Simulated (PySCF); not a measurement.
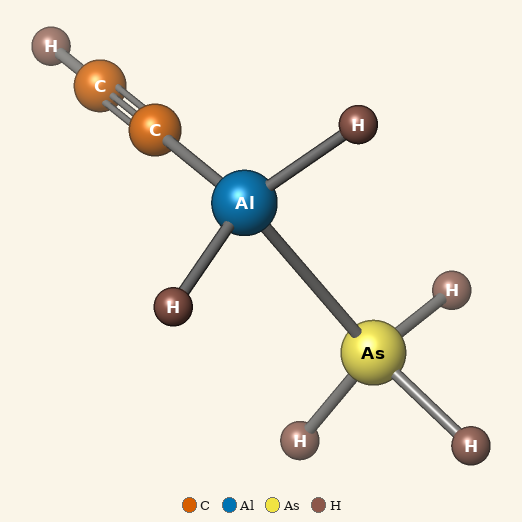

Atoms fade into the background with distance from the viewer. Computed geometry: PBE0-D3(BJ)/def2-SVP optimisation. No frequency run is at hand to confirm it as a minimum.

Which symmetry elements does this geometry have?

Answer. It has 1 mirror plane, so the point group is Cs. The group has 2 operations. The geometry is achiral, and symmetry allows a dipole moment.
